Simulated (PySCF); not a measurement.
**GeH2Cl (SMILES [Cl][GeH2]): UMP2/STO-3G**

What is the vertical ionisation energy of GeH2Cl at UMP2/STO-3G? 

Program for the calculation: PySCF 2.14.0.

4 further runs of the same task are left out: 4 set aside as unsound or not needed.

## 1. The system as given

GeH2Cl has 4 atoms, charge 0, and is taken as a doublet. SMILES: `[Cl][GeH2]`. Geometry: relaxed at PBE0-D4/def2-TZVP.

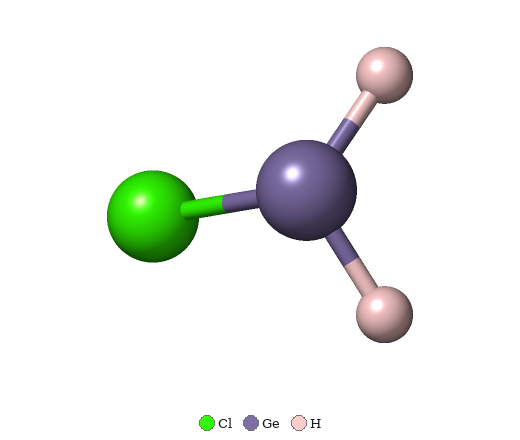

Viewed from a chosen angle; chlorine green, germanium purple, hydrogen pink.

## 2. The energy at UMP2/STO-3G

Contents of input.py:

```python
# [Cl][GeH2]
from pyscf import gto, scf, mp

mol = gto.M(
    atom='''
Cl      -1.562900       0.305200       0.993500
Ge       0.106700      -0.451100      -0.141600
H        0.072700       0.259600      -1.514200
H        1.383400      -0.113700       0.662300
''',
    max_memory=1860,
    charge=0,
    basis='sto-3g',
    spin=1,
    verbose=3,
)

mf = scf.UHF(mol)
mf.conv_tol = 1e-10
mf.kernel()
if not mf.converged:
    mf = mf.newton().run(mf.mo_coeff, mf.mo_occ)

pt = mp.MP2(mf, frozen=14).run()
energy = pt.e_tot
print('E(%s) = %.9f' % ('MP2', energy))
```

On the command line:

```console
$ OMP_NUM_THREADS=1 python input.py
```

The program printed:

```text
converged SCF energy = -2507.50633637417  <S^2> = 0.75158583  2S+1 = 2.0015852
E(UMP2) = -2507.53925302563  E_corr = -0.0329166514591857
E(SCS-UMP2) = -2507.54431016778  E_corr = -0.0379737936121008
E(MP2) = -2507.539253026
```

Run time: 0.68 s. Hardware: 1 thread of Arm Neoverse V2, shared host; peak memory 0.12 GiB.

## 3. The singlet cation at the same level

Contents of input.py:

```python
from pyscf import gto, scf, mp

mol = gto.Mole()
mol.atom = [
    ('Cl', (-1.562900, 0.305200, 0.993500)),
    ('Ge', (0.106700, -0.451100, -0.141600)),
    ('H', (0.072700, 0.259600, -1.514200)),
    ('H', (1.383400, -0.113700, 0.662300)),
]
mol.charge = 1
mol.spin = 0
mol.verbose = 3
mol.max_memory = 1860
mol.basis = 'sto-3g'
mol.build()

myscf = scf.RHF(mol)
myscf.conv_tol = 1e-10
myscf.kernel()
if not myscf.converged:
    myscf = myscf.newton().run(myscf.mo_coeff, myscf.mo_occ)

pt = mp.MP2(myscf, frozen=14).run()
etot = pt.e_tot
print('E = %.10f Eh' % etot)
```

On the command line:

```console
$ OMP_NUM_THREADS=1 python input.py
```

The program printed:

```text
converged SCF energy = -2507.24659334954
E(RMP2) = -2507.29551638912  E_corr = -0.0489230395867988
E(SCS-RMP2) = -2507.30107088206  E_corr = -0.0544775325218216
E = -2507.2955163891 Eh
```

Wall time 0.7 s (1 thread of Arm Neoverse V2, shared host); peak memory 0.12 GiB.

## 4. Outcome

Level: UMP2/STO-3G, 14 core orbitals frozen.

```
                                                                  quantity           value
                                              doublet GeH2Cl: total energy  -2507.53925 Eh
                      doublet GeH2Cl: dipole moment (Hartree–Fock density)          3.22 D
doublet GeH2Cl: HOMO energy (Hartree–Fock orbitals) (highest over α and β)        -7.45 eV
 doublet GeH2Cl: LUMO energy (Hartree–Fock orbitals) (lowest over α and β)         3.96 eV
              doublet GeH2Cl: correlation energy (14 core orbitals frozen)       -32.9 mEh
                         doublet GeH2Cl: ⟨S²⟩ of the reference determinant           0.752
                                              singlet cation: total energy  -2507.29552 Eh
                       singlet cation: HOMO energy (Hartree–Fock orbitals)       -17.16 eV
                       singlet cation: LUMO energy (Hartree–Fock orbitals)        -6.50 eV
                     singlet cation: HOMO–LUMO gap (Hartree–Fock orbitals)        10.66 eV
              singlet cation: correlation energy (14 core orbitals frozen)       -48.9 mEh
                        vertical ionisation energy (to the singlet cation)        6.632 eV
```

The vertical ionisation energy comes to 6.63 eV (640 kJ/mol). Only the singlet of the ionised species was computed; a triplet could lie lower. In a minimal basis such a difference can be off by several eV, whatever the method. Mulliken charges (singlet cation) of the mean-field density run from -0.12 on Cl1 to +1.03 on Ge2; they depend strongly on the basis.
